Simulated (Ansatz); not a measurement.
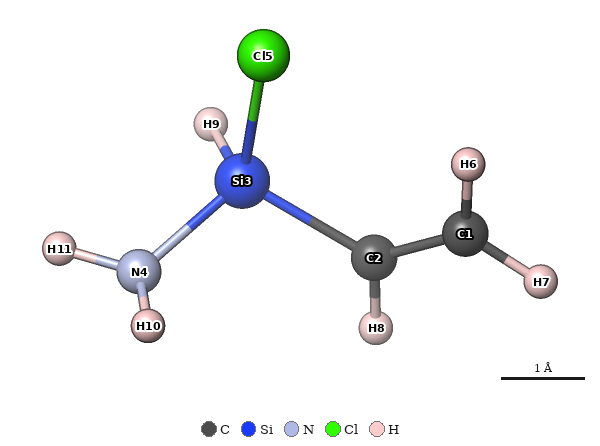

**Figure 1.** The structure as given in the input (ball-and-stick view, seen at a tilt; atoms are numbered from 1 in the order of the input).

## C2H6ClNSi: one change and its effect

System: C2H6ClNSi, SMILES C=C[SiH](N)Cl.
Method of run 1: RKS PBE0-D4/def2-TZVPP (Ansatz 0.2.0).

The geometry comes from this level: PBE0-D4/def2-TZVP. Text and figures count atoms from 1; the logs count them from 0 in places.

**Input, run 1**
```yaml
crystal:
  periodic: [false, false, false]
  atoms:
    - {symbol: C, position_ang: [-2.009077, -0.223832, 0.193806]}
    - {symbol: C, position_ang: [-0.763248, -0.607704, 0.453827]}
    - {symbol: Si, position_ang: [0.734757, 0.466008, 0.291998]}
    - {symbol: N, position_ang: [1.868285, -0.317323, -0.709389]}
    - {symbol: Cl, position_ang: [0.104432, 2.319573, -0.400925]}
    - {symbol: H, position_ang: [-2.233688, 0.783711, -0.142834]}
    - {symbol: H, position_ang: [-2.853641, -0.897561, 0.307108]}
    - {symbol: H, position_ang: [-0.595034, -1.630402, 0.790586]}
    - {symbol: H, position_ang: [1.412562, 0.742437, 1.578710]}
    - {symbol: H, position_ang: [1.579216, -0.700399, -1.595578]}
    - {symbol: H, position_ang: [2.820834, 0.008493, -0.746809]}
basis:
  gaussian: {orbitals: def2-TZVPP}
hamiltonian: {xc: pbe0, dispersion: d4}
output: {orbitals: {seedname: orbitals}}
```

Hardware: 4 CPU threads, shared host.

**Output (run 1)**
```
Functional definition: PBE0
  parameter a = 0.25
  parameter kappa = 0.804
  parameter beta = 0.06672455060314922
  exchange = (1 - a)*pbe_x(kappa = kappa, mu = beta*pi^2/3) + a*exact_x
  correlation = pbe_c(beta = beta)
1485 factors; their error is unknown
mean field evaluation 1: about -24043.8366 eV, gradient 7.2e1 eV
mean field evaluation 2: about -24035.6826 eV, gradient 8.9e1 eV
mean field evaluation 4: about -24054.2092 eV, gradient 5.0e0 eV
mean field evaluation 8: about -24054.2642 eV, gradient 1.4e-1 eV
mean field evaluation 16: about -24054.3156 eV, gradient 1.4e-4 eV
mean field -24054.31563526 eV, -883.9797949950 hartree, gradient 3.6e-5 eV, S^2 0.000000; 0 other end points of the search recorded, 0 dependent functions left out
reference -24054.31566771 eV, -883.9797961877 hartree; 28, 28 occupied and 233, 233 virtual orbitals, 1485 factors
Total energy: -24054.54627885 eV, -883.9882709908 hartree
```

Run 2 used a changed input.

**The two runs side by side**

```tsv
quantity	run 1	run 2
outcome	converged	converged
total energy (hartree)	−883.988271	−883.568457
HOMO (eV)	−7.87	−7.67
LUMO (eV)	−0.71	−0.46
basis functions	261	108
wall time (shared host)	3.5 s	1.1 s
```

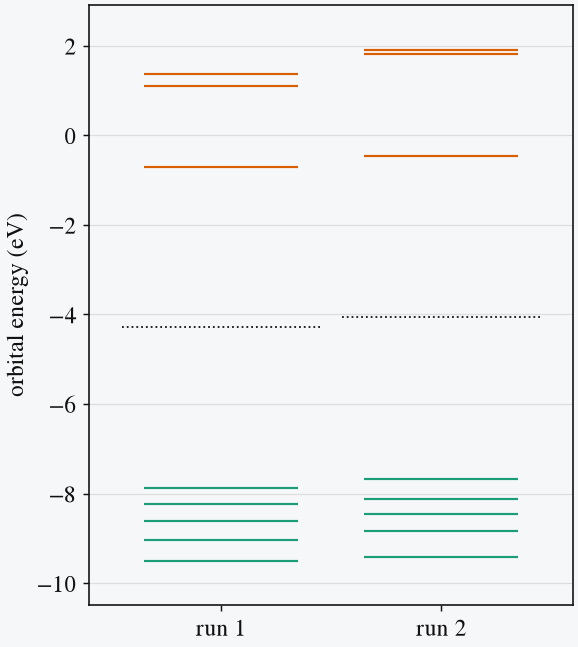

**Figure 2.** The five highest filled and three lowest empty orbital energies of the two runs; the dotted lines part filled from empty levels. The HOMO–LUMO gap is 7.15 eV in run 1 and 7.21 eV in run 2.

What was changed in the input?

The change (lines with − go, lines with + come):
```diff
-  gaussian: {orbitals: def2-TZVPP}
+  gaussian: {orbitals: def2-SVP}
```

The total energy of run 2 is 263.4 kcal/mol higher, which measures the change of basis and not a stability. The HOMO goes from −7.87 to −7.67 eV. The LUMO goes from −0.71 to −0.46 eV. The basis functions go from 261 to 108.

**Output (run 2)**
```
Functional definition: PBE0
  parameter a = 0.25
  parameter kappa = 0.804
  parameter beta = 0.06672455060314922
  exchange = (1 - a)*pbe_x(kappa = kappa, mu = beta*pi^2/3) + a*exact_x
  correlation = pbe_c(beta = beta)
1071 factors; integrals over basis functions are off by at most 1.4e-3 eV
mean field evaluation 1: about -24034.9391 eV, gradient 5.9e1 eV
mean field evaluation 2: about -24030.1210 eV, gradient 7.3e1 eV
mean field evaluation 4: about -24042.7155 eV, gradient 2.7e0 eV
mean field evaluation 8: about -24042.8917 eV, gradient 2.8e-1 eV
mean field evaluation 16: about -24042.8919 eV, gradient 4.4e-5 eV
mean field -24042.89191974 eV, -883.5599811928 hartree, gradient 4.3e-5 eV, S^2 0.000000; 0 other end points of the search recorded, 0 dependent functions left out
reference -24042.89194639 eV, -883.5599821724 hartree; 28, 28 occupied and 80, 80 virtual orbitals, 1071 factors
Total energy: -24043.12255753 eV, -883.5684569755 hartree
```
